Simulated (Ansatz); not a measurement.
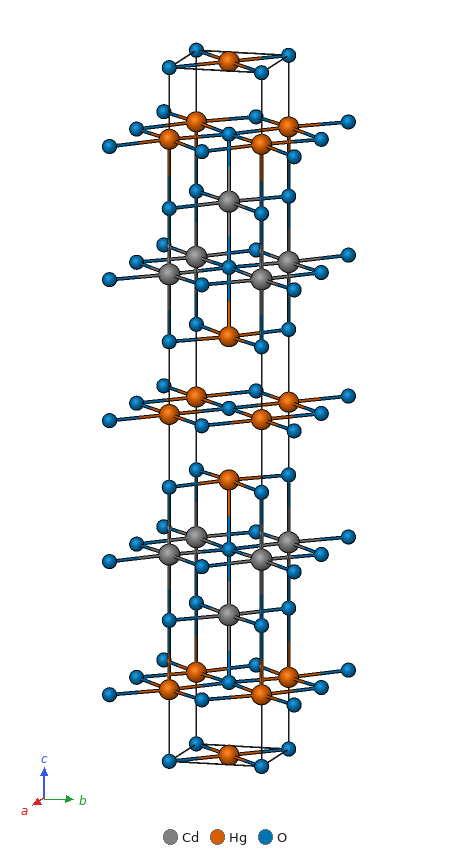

An orthographic ball-and-stick view of the structure, slightly off an axis. The conventional unit cell is outlined; an atom on or near a face, edge or corner is repeated at each equivalent position. A few atoms beyond the faces are included.

Cd2Hg3O5, space group I4/mmm (No. 139), a = 3.399 Å, b = 3.399 Å, c = 24.954 Å, α = 90.00°, β = 90.00°, γ = 90.00°. Its origin is a structure type filled with these elements by a generator (whether the compound takes this form wasn't checked). Earlier steps of the study, as a rule a relaxation of our own, may have changed the cell and positions, so they can lie some per cent off the listed ones. A calculation with Ansatz used it as input.

This one geometry was computed with Ansatz (DFT, plane waves, PAW) at three levels of theory: LDA, r2SCAN and PBE.

Q: Which level gives the highest pressure at this volume, and what does that say about its equilibrium volume?

A: Highest: PBE (0.0 GPa), which points to the largest equilibrium volume. Lowest, with the smallest volume: LDA (-10.9 GPa). Levels within 0.5 GPa of each other can't be told apart.

Q: How does the band gap change with the level of theory?

A: All levels give a metal, though semilocal functionals underestimate gaps and can close a small one.

Q: Collect the results in a table.

A:
| level | cutoff (eV) | k-mesh of the run's cell | gap (eV) | pressure (GPa) |
| --- | --- | --- | --- | --- |
| LDA | 420 | 16×16×16 | metal | -10.9 |
| r2SCAN | 500 | 16×16×16 | metal | -5.0 |
| PBE | 420 | 16×16×16 | metal | 0.0 |

Gaps are taken on the k-mesh or band path of each run.
